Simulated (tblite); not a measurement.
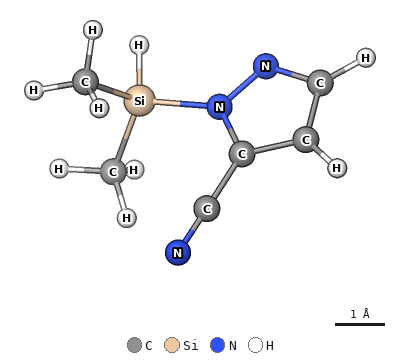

This is the input geometry for a relaxation of C6H9N3Si. Style: ball-and-stick. Shown at a tilt.

Level of theory: GFN2-xTB geometry optimisation, gas phase in tblite.

```xyz
19

C    -1.8721   -1.4738   -0.3404
Si   -1.2002    0.2306   -0.4398
C    -1.6469    1.2733    1.0597
N     0.5922    0.3031   -0.5875
N     1.2389    0.9108   -1.5370
C     2.5622    0.7965   -1.4003
C     2.7512    0.0463   -0.2440
C     1.4978   -0.2548    0.2596
C     1.2123   -1.0264    1.4397
N     0.9724   -1.6467    2.3912
H    -1.3033   -2.1738    0.2724
H    -1.9238   -1.9058   -1.3779
H    -2.9641   -1.4260   -0.0156
H    -1.7600    0.8733   -1.6420
H    -0.9195    1.1516    1.8832
H    -1.5721    2.3271    0.7196
H    -2.6895    1.0571    1.3907
H     3.3278    1.2047   -2.0518
H     3.6869   -0.2581    0.2128
```

Where does the relaxation end?

The atom that moves furthest after the best rigid fit is H12 (0.52 Å). Largest moves by element: H 0.52 Å, N 0.16 Å, C 0.14 Å, Si 0.09 Å. Among the contacts that change: C1–Si2 1.835 → 1.898 Å, C1–H13 1.140 → 1.085 Å, C8–C9 1.439 → 1.397 Å, C1–H12 1.125 → 1.087 Å. Bond angles that change, for instance: C1–Si2–N4 114.0° → 106.8°, N5–C6–H18 127.3° → 120.5°, C1–Si2–H14 108.1° → 114.5°. Groups turn about Si2–C3 by about 20°. After 81 geometry steps the energy has fallen by 0.507 eV.

Final geometry:

```xyz
19

C    -1.7903   -1.4905   -0.3652
Si   -1.2249    0.3185   -0.4568
C    -1.6537    1.2778    1.1233
N     0.5517    0.2959   -0.5804
N     1.1515    0.8929   -1.6052
C     2.4499    0.7347   -1.4482
C     2.7314    0.0105   -0.2842
C     1.4814   -0.2562    0.2508
C     1.1428   -0.9489    1.4159
N     0.8757   -1.5189    2.3765
H    -1.4083   -1.9808    0.5274
H    -1.4460   -2.0584   -1.2255
H    -2.8730   -1.5590   -0.3388
H    -1.5886    1.0040   -1.6930
H    -1.2553    0.7831    2.0065
H    -1.2481    2.2857    1.0966
H    -2.7288    1.3590    1.2496
H     3.1378    1.1372   -2.1652
H     3.6850   -0.2777    0.1085
```

After the run, drawn alike:

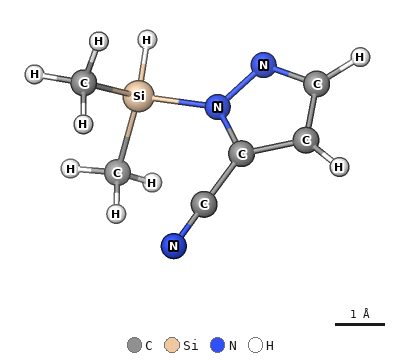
